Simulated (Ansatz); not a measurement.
System: AlH8NO2Si2.

Input file:

```
crystal:
  periodic: [false, false, false]
  atoms:
    - { symbol: "N", position_ang: [-3.2992, -0.8103, 0.8517] }
    - { symbol: Al, position_ang: [-2.0434, -0.2952, -0.4703] }
    - { symbol: O, position_ang: [-0.6753, 0.8101, -0.0262] }
    - { symbol: Si, position_ang: [0.6722, -0.2234, 0.5612] }
    - { symbol: O, position_ang: [1.9898, 0.6867, 0.9605] }
    - { symbol: Si, position_ang: [2.6557, 1.2629, -0.5097] }
    - { symbol: H, position_ang: [-4.21294, -0.43621, 0.55169] }
    - { symbol: H, position_ang: [-3.00732, -0.42557, 1.72333] }
    - { symbol: H, position_ang: [-2.1344, -0.8671, -1.9067] }
    - { symbol: H, position_ang: [0.9458, -1.2491, -0.4232] }
    - { symbol: H, position_ang: [0.1216, -0.9294, 1.7963] }
    - { symbol: H, position_ang: [3.8644, 2.0715, -0.208] }
    - { symbol: H, position_ang: [1.6315, 2.1059, -1.2471] }
    - { symbol: H, position_ang: [3.0364, 0.1164, -1.3253] }
basis:
  gaussian: { orbitals: "6-31G" }
hamiltonian:
  xc: r2scan
  dispersion: d4
relax:
  f_tol: 0.015
  max_steps: 40
output:
  orbitals: {}
```

Command:

```sh
ansatz run input.yaml --threads 2 --pin off --max-ram 3072MiB --backend cpu --events-out ev --progress --plain --runs-dir out
```

The fields are those of the relaxed geometry.

All numbers below come from Ansatz, RKS r2SCAN-D4/6-31G.

> What will maps of the electron density and electron localisation function show?

Si–O (1.68 Å): the density is about 0.88 e/Å³ at the midpoint; the ELF peaks at about 0.85 between the atoms; a polar covalent bond.
Al–O (1.71 Å): ρ at the midpoint is about 0.69 e/Å³; the ELF peaks at about 0.80 in the valence shell of O, 0.6 Å from its nucleus, and is about 0.30 at the midpoint.
Al–N (1.79 Å): the density is about 0.71 e/Å³ at the midpoint; the ELF peaks at about 0.90 in the valence shell of N, 0.7 Å from its nucleus, and is about 0.55 at the midpoint.
N–H (1.01 Å): the density is about 2.6 e/Å³ at the midpoint; the ELF climbs to about 1 towards the hydrogen, as it does in any bond to H: a covalent bond by its length.

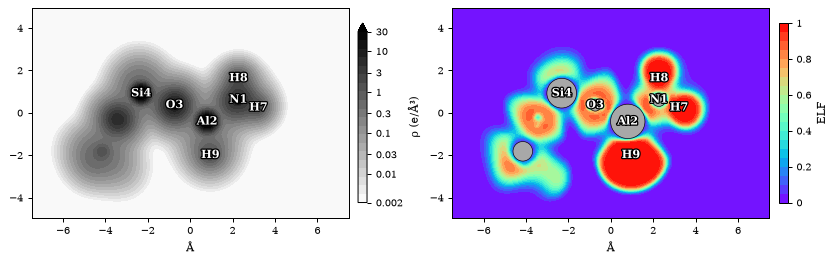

Computed electron density and electron localisation function on the plane of atoms H7, N1 and H8, in this order. Grey discs cover the atomic cores in the ELF map. 
